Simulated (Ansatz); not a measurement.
**VO2F (Cc): the host for defect calculations**

Aim: the runs on the perfect crystal VO2F (Cc) that a defect calculation needs first.

Method: plane-wave PAW DFT, PBEsol; single point of the host's primitive cell on a dense mesh, in the first sound run; inputs show where later runs differ, in Ansatz 0.2.0.

**1. The structure**

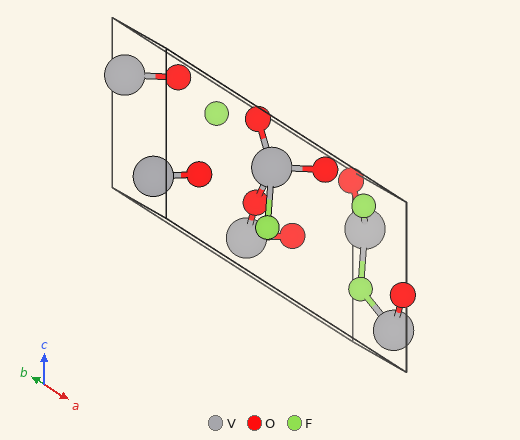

The starting structure, seen slightly off an axis (vanadium grey, oxygen red, fluorine green). This picture shows the conventional cell, with its axes. Bonds to atoms that aren't drawn are left out. Some periodic images of atoms are drawn too.

**2. Primitive cell on a dense mesh**

A dense mesh gives the host's converged energy, against which the supercell's sampling is tested.

dense/input.yaml

```yaml
crystal:
  lattice:
    - [4.5774519517, -2.5625221472, -0.0024598725]
    - [4.5774519517, 2.5625221472, -0.0024598725]
    - [-2.91056248, 0.0, 4.283890776]
  atoms:
    - { symbol: V, position: [0.7664526248, 0.2356606739, 0.7961272295] }
    - { symbol: V, position: [0.2356606739, 0.7664526248, 0.2961272295] }
    - { symbol: O, position: [0.4894690209, 0.0994556544, 0.6096391824] }
    - { symbol: O, position: [-0.0097287596, 1.0311352908, 0.5588325758] }
    - { symbol: O, position: [0.0994556544, 0.4894690209, 0.1096391824] }
    - { symbol: O, position: [1.0311352908, -0.0097287596, 0.0588325758] }
    - { symbol: F, position: [0.543531767, 0.6015927377, 0.6717530223] }
    - { symbol: F, position: [0.6015927377, 0.543531767, 0.1717530223] }
basis:
  ecutwfc: 420
  xc_grid: 2
hamiltonian:
  xc: pbesol
kpoints:
  mp_grid: { grid: [7, 7, 7] }
scf:
  occupations: { method: fermi_dirac, width: 0.01 }
  max_iter: 80
```

Run with:

```console
ansatz run input.yaml --threads 4 --pin off --max-ram 7536MiB --backend cpu --events-out ev --progress --plain --runs-dir out
```

Numbers of over 12 decimals in the logs are rounded to 6 here.

Log:

```text
Engine: ansatz 0.2.0, aarch64-unknown-linux-gnu
Pseudopotentials: kind: paw
Pseudopotential: V, paw, valence charge 13, recommended cutoff 420 eV (normal), V.paw.azcp
Pseudopotential: O, paw, valence charge 6, recommended cutoff 420 eV (normal), O.paw.azcp
Pseudopotential: F, paw, valence charge 7, recommended cutoff 420 eV (normal), F.paw.azcp
Functional definition: PBEsol
  exchange = pbesol_x
  correlation = pbesol_c
Crystal: 8 atoms, lattice volume = 100.462 Å³
Basis set: ecut = 420 eV, 1961 PW (Γ), exchange–correlation on 72×72×72 points (8 copies of the dense FFT grid, shifted against one another)
Bands: 40, of which v1, the nominal top of the filled ones, is band 32 counted from 1 (31 counted from 0)
Symmetry: 2 space group operations
Space group: Cc (ITA 9), of the structure as read, at distance tolerance 4.6e-5 Å
k-points: 100 of 343 (time reversal used)
Non-local potential: V, projectors of the file, l = 0: 3, l = 1: 2, l = 2: 3, l = 3: 1
Non-local potential: O, projectors of the file, l = 0: 2, l = 1: 2, l = 2: 1
Non-local potential: F, projectors of the file, l = 0: 2, l = 1: 2, l = 2: 1
PAW form: soft (Blöchl's): semilocal exchange-correlation on the pseudo side does not see the compensation charge
PAW frozen core: V, regenerated for the run's functional, and the local potential with it (the file was generated under x = pbe(κ = 0.804, μ = 0.219515), c = pbe(β = 0.066725))
PAW frozen core: O, regenerated for the run's functional, and the local potential with it (the file was generated under x = pbe(κ = 0.804, μ = 0.219515), c = pbe(β = 0.066725))
PAW frozen core: F, regenerated for the run's functional, and the local potential with it (the file was generated under x = pbe(κ = 0.804, μ = 0.219515), c = pbe(β = 0.066725))
PAW one-centre angular grid: V, 590 points (default); XC on 64 Gauss nodes
PAW one-centre angular grid: O, 110 points (default); XC on 64 Gauss nodes
PAW one-centre angular grid: F, 110 points (default); XC on 64 Gauss nodes
Initial density: superposition of atomic densities (neutral atoms: chi_scale 0, normalization atom), corrected by the library's trained network
Initial wavefunctions: pseudopotential atomic-orbital guess
Functional: x = pbesol(κ = 0.804, μ = 0.123457), c = pbesol(β = 0.046)
SCF iter   1: F=—  HF=-9618.838813 eV  |F-HF|=—  |Δ(HF+E_count)|=         —  Δρ=1.94e-2  dr2=3.12e-1  ethr=1.77e-3  ⟨swp⟩=6.1  Hψ=14597  notcnv=0
preconditioner: auto → Resta (q_TF=auto, 2.531 Å⁻¹)  ε∞=7.4  [insulator: Δε(μ)=1.391 eV  Ē_g=10.144 eV  σ=0.010 eV  W_gap=1.00  n_scr=26 (ndim 8)  ℏωp=25.7 eV  f_vac=0.194  D(μ)=0.00/eV (n_scr^D=0)  ε∞_Penn≈7.4]
SCF iter   2: F=—  HF=-9618.820228 eV  |F-HF|=—  |Δ(HF+E_count)|=   1.86e-2  Δρ=1.76e-2  dr2=3.08e-1  ethr=4.88e-4  ⟨swp⟩=2.0  Hψ=7255  notcnv=0  defer=132
SCF iter   3: F=—  HF=-9618.782681 eV  |F-HF|=—  |Δ(HF+E_count)|=   3.75e-2  Δρ=3.99e-3  dr2=1.21e-2  ethr=4.81e-4  ⟨swp⟩=2.0  Hψ=6304  notcnv=0  defer=132
SCF iter   4: F=—  HF=-9618.780841 eV  |F-HF|=—  |Δ(HF+E_count)|=   1.84e-3  Δρ=1.29e-3  dr2=1.67e-3  ethr=1.90e-5  ⟨swp⟩=2.1  Hψ=6383  notcnv=0  defer=32
automatic band count: iteration 4 solves 39 bands in place of 40: the levels show a gap, and the empty bands left out lie too high to hold charge; the band table lists the bands solved (type scf.n_extra_bands for more)
SCF iter   5: F=—  HF=-9618.780783 eV  |F-HF|=—  |Δ(HF+E_count)|=   5.83e-5  Δρ=6.54e-4  dr2=3.09e-4  ethr=2.61e-6  ⟨swp⟩=2.5  Hψ=6681  notcnv=0  defer=32
SCF iter   6: F=—  HF=-9618.780825 eV  |F-HF|=—  |Δ(HF+E_count)|=   4.25e-5  Δρ=3.06e-4  dr2=1.15e-4  ethr=4.83e-7  ⟨swp⟩=2.0  Hψ=6100  notcnv=0  defer=32
SCF iter   7: F=—  HF=-9618.780831 eV  |F-HF|=—  |Δ(HF+E_count)|=   5.52e-6  Δρ=9.87e-5  dr2=1.18e-5  ethr=1.80e-7  ⟨swp⟩=2.1  Hψ=5357  notcnv=0  defer=32
SCF iter   8: F=—  HF=-9618.780833 eV  |F-HF|=—  |Δ(HF+E_count)|=   2.51e-6  Δρ=3.07e-5  dr2=8.93e-7  ethr=1.84e-8  ⟨swp⟩=2.0  Hψ=5817  notcnv=0  defer=32
SCF iter   9: F=—  HF=-9618.780834 eV  |F-HF|=—  |Δ(HF+E_count)|=   7.02e-7  Δρ=2.06e-5  dr2=4.66e-7  ethr=1.40e-9  ⟨swp⟩=2.0  Hψ=7066  notcnv=0  defer=32
SCF iter  10: F=-9618.780834 eV  HF=-9618.780834 eV  |F-HF|=9.50e-10  |Δ(HF+E_count)|=   1.96e-8  Δρ=3.53e-6  dr2=1.32e-8  ethr=1.57e-10  ⟨swp⟩=1.7  Hψ=8808  notcnv=0
SCF 1 converged in 10 iterations: F = -9618.780834 eV  dr2 = 1.32e-8
  greatest PAW one-centre occupation: 1.000 electrons in one spin orbital (limit 2), on the V atom at site 1 (counted from 0), in its partial waves of l = 0
SCF converged after 10 iterations
Free energy (F): -9618.780834 eV
Harris-Foulkes:  -9618.780834 eV  (|F-HF|=9.50e-10)
Internal energy: -9618.780834 eV  (E = F + TS)
E sigma→0 (E₀):  -9618.780834 eV
Fermi energy:    4.508327 eV
--- Per-component energies (eV) ---
  E_band       = -798.002371
  E_kinetic    = 1776.189504
  E_local      = -6300.660042  (includes V_loc(G=0)·N_el)
  E_nonlocal   = 240.487341
  E_hartree    = 2521.313230
  E_xc         = -703.341935
  E_vxc        = -900.592751  (∫ρ·V_xc dr)
  E_paw        = -3161.114794  (= ΣΔE_a)
  E_vpaw       = -656.071672  (= ΣTr[D̂ρ^β])
  E_aug_tail   = 0.014266  (compensation charges beyond the density's cutoff)
  E_ewald      = -3992.193798
  E_core_change = 0.525395  (= ΣΔE_core)
  E_smearing   = -0.000000  (= −TS)
  E_closure    = 0.000000  (closes the sum)
  Σ components = -9618.780834   (vs F -9618.780834, Δ=0.00e0)
```

Wall time 22 s (4 threads of Arm Neoverse N1, shared host); peak memory 0.55 GiB.

**3. Self-consistent run**

This step: plane-wave PAW DFT, PBEsol; single point of the defect-free supercell, a test of its k-points (Ansatz 0.2.0).

System of this step: VO2F (Cc). The cell holds 64 atoms: 16 V, 32 O and 16 F. Its edges and angles: a = 10.492 Å, b = 10.492 Å, c = 10.358 Å, α = 119.4°, β = 119.4°, γ = 58.5°.

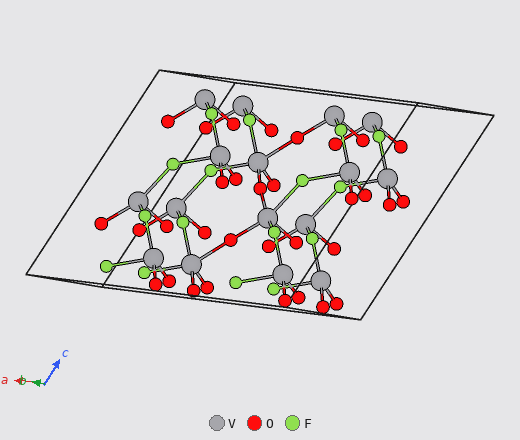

The cell of this step (vanadium grey, oxygen red, fluorine green).

pristine.sampling/input.yaml

```yaml
crystal:
  lattice:
    - [9.1549039035, -5.1250442944, -0.004919745]
    - [9.1549039035, 5.1250442944, -0.004919745]
    - [-5.82112496, 0.0, 8.567781552]
  atoms:
    - { symbol: V, position: [0.3832263124, 0.117830337, 0.3980636148] }
    - { symbol: V, position: [0.117830337, 0.3832263124, 0.1480636148] }
    - { symbol: O, position: [0.2447345104, 0.0497278272, 0.3048195912] }
    - { symbol: O, position: [-0.0048643798, 0.5155676454, 0.2794162879] }
    - { symbol: O, position: [0.0497278272, 0.2447345104, 0.0548195912] }
    - { symbol: O, position: [0.5155676454, -0.0048643798, 0.0294162879] }
    - { symbol: F, position: [0.2717658835, 0.3007963688, 0.3358765112] }
    - { symbol: F, position: [0.3007963688, 0.2717658835, 0.0858765112] }
    - { symbol: V, position: [0.3832263124, 0.117830337, 0.8980636148] }
    - { symbol: V, position: [0.117830337, 0.3832263124, 0.6480636148] }
    - { symbol: O, position: [0.2447345104, 0.0497278272, 0.8048195912] }
    - { symbol: O, position: [-0.0048643798, 0.5155676454, 0.7794162879] }
    - { symbol: O, position: [0.0497278272, 0.2447345104, 0.5548195912] }
    - { symbol: O, position: [0.5155676454, -0.0048643798, 0.5294162879] }
    - { symbol: F, position: [0.2717658835, 0.3007963688, 0.8358765111] }
    - { symbol: F, position: [0.3007963688, 0.2717658835, 0.5858765111] }
    - { symbol: V, position: [0.3832263124, 0.617830337, 0.3980636148] }
    - { symbol: V, position: [0.117830337, 0.8832263124, 0.1480636148] }
    - { symbol: O, position: [0.2447345104, 0.5497278272, 0.3048195912] }
    - { symbol: O, position: [-0.0048643798, 1.0155676454, 0.2794162879] }
    - { symbol: O, position: [0.0497278272, 0.7447345105, 0.0548195912] }
    - { symbol: O, position: [0.5155676454, 0.4951356202, 0.0294162879] }
    - { symbol: F, position: [0.2717658835, 0.8007963688, 0.3358765112] }
    - { symbol: F, position: [0.3007963688, 0.7717658835, 0.0858765112] }
    - { symbol: V, position: [0.3832263124, 0.617830337, 0.8980636148] }
    - { symbol: V, position: [0.117830337, 0.8832263124, 0.6480636148] }
    - { symbol: O, position: [0.2447345104, 0.5497278272, 0.8048195912] }
    - { symbol: O, position: [-0.0048643798, 1.0155676454, 0.7794162879] }
    - { symbol: O, position: [0.0497278272, 0.7447345105, 0.5548195912] }
    - { symbol: O, position: [0.5155676454, 0.4951356202, 0.5294162879] }
    - { symbol: F, position: [0.2717658835, 0.8007963688, 0.8358765111] }
    - { symbol: F, position: [0.3007963688, 0.7717658835, 0.5858765111] }
    - { symbol: V, position: [0.8832263124, 0.117830337, 0.3980636148] }
    - { symbol: V, position: [0.617830337, 0.3832263124, 0.1480636148] }
    - { symbol: O, position: [0.7447345105, 0.0497278272, 0.3048195912] }
    - { symbol: O, position: [0.4951356202, 0.5155676454, 0.2794162879] }
    - { symbol: O, position: [0.5497278272, 0.2447345104, 0.0548195912] }
    - { symbol: O, position: [1.0155676454, -0.0048643798, 0.0294162879] }
    - { symbol: F, position: [0.7717658835, 0.3007963688, 0.3358765112] }
    - { symbol: F, position: [0.8007963688, 0.2717658835, 0.0858765112] }
    - { symbol: V, position: [0.8832263124, 0.117830337, 0.8980636148] }
    - { symbol: V, position: [0.617830337, 0.3832263124, 0.6480636148] }
    - { symbol: O, position: [0.7447345105, 0.0497278272, 0.8048195912] }
    - { symbol: O, position: [0.4951356202, 0.5155676454, 0.7794162879] }
    - { symbol: O, position: [0.5497278272, 0.2447345104, 0.5548195912] }
    - { symbol: O, position: [1.0155676454, -0.0048643798, 0.5294162879] }
    - { symbol: F, position: [0.7717658835, 0.3007963688, 0.8358765111] }
    - { symbol: F, position: [0.8007963688, 0.2717658835, 0.5858765111] }
    - { symbol: V, position: [0.8832263124, 0.617830337, 0.3980636148] }
    - { symbol: V, position: [0.617830337, 0.8832263124, 0.1480636148] }
    - { symbol: O, position: [0.7447345105, 0.5497278272, 0.3048195912] }
    - { symbol: O, position: [0.4951356202, 1.0155676454, 0.2794162879] }
    - { symbol: O, position: [0.5497278272, 0.7447345105, 0.0548195912] }
    - { symbol: O, position: [1.0155676454, 0.4951356202, 0.0294162879] }
    - { symbol: F, position: [0.7717658835, 0.8007963688, 0.3358765112] }
    - { symbol: F, position: [0.8007963688, 0.7717658835, 0.0858765112] }
    - { symbol: V, position: [0.8832263124, 0.617830337, 0.8980636148] }
    - { symbol: V, position: [0.617830337, 0.8832263124, 0.6480636148] }
    - { symbol: O, position: [0.7447345105, 0.5497278272, 0.8048195912] }
    - { symbol: O, position: [0.4951356202, 1.0155676454, 0.7794162879] }
    - { symbol: O, position: [0.5497278272, 0.7447345105, 0.5548195912] }
    - { symbol: O, position: [1.0155676454, 0.4951356202, 0.5294162879] }
    - { symbol: F, position: [0.7717658835, 0.8007963688, 0.8358765111] }
    - { symbol: F, position: [0.8007963688, 0.7717658835, 0.5858765111] }
basis:
  ecutwfc: 420
  xc_grid: 2
hamiltonian:
  xc: pbesol
kpoints:
  mp_grid: { grid: [1, 1, 1], shift: [0.25, 0.25, 0.25] }
scf:
  occupations: { method: fermi_dirac, width: 0.01 }
  max_iter: 80
```

Log:

```text
[...]
Crystal: 64 atoms, lattice volume = 803.695 Å³
Basis set: ecut = 420 eV, 15709 PW (Γ), exchange–correlation on 144×144×144 points (8 copies of the dense FFT grid, shifted against one another)
Bands: 320, of which v1, the nominal top of the filled ones, is band 256 counted from 1 (255 counted from 0)
Symmetry: 16 space group operations
[...]
k-points: 1
[...]
SCF iter   1: F=—  HF=-76950.769254 eV  |F-HF|=—  |Δ(HF+E_count)|=         —  Δρ=1.98e-2  dr2=2.62e0  ethr=1.77e-3  ⟨swp⟩=7.0  Hψ=1080  notcnv=0  defer=29
[...]
SCF iter  10: F=-76950.290626 eV  HF=-76950.290626 eV  |F-HF|=1.16e-8  |Δ(HF+E_count)|=   2.39e-7  Δρ=2.02e-6  dr2=3.47e-8  ethr=1.57e-10  ⟨swp⟩=2.0  Hψ=557  notcnv=0
SCF 1 converged in 10 iterations: F = -76950.290626 eV  dr2 = 3.47e-8
[...]
SCF converged after 10 iterations
Free energy (F): -76950.290626 eV
[...]
Internal energy: -76950.290626 eV  (E = F + TS)
E sigma→0 (E₀):  -76950.290626 eV
Fermi energy:    4.489760 eV
[...]
```

The job ended after 31 s (4 threads; peak memory 1.5 GiB; 87 s of CPU time).

Numbers from this step:

```yaml
energy_over_dense_mesh: -6.87e-4 eV/atom
```

[end of part 1 of 2]

[Logs are printed without paths, hosts, clocks, repeated set-up lines and the standing remarks that a program may print on its own settings, such as how far it seeks lower states.]

[Hosts, paths, dates, database ids (printed as entryN), source tags and the programs' standing remarks are cut or masked in the printed files.]

[Runs of the host that timed out are not shown.]

[For some hosts the program warned that the k-mesh of the response run may be too coarse for force constants and the static dielectric constant; such warnings are not always shown.]
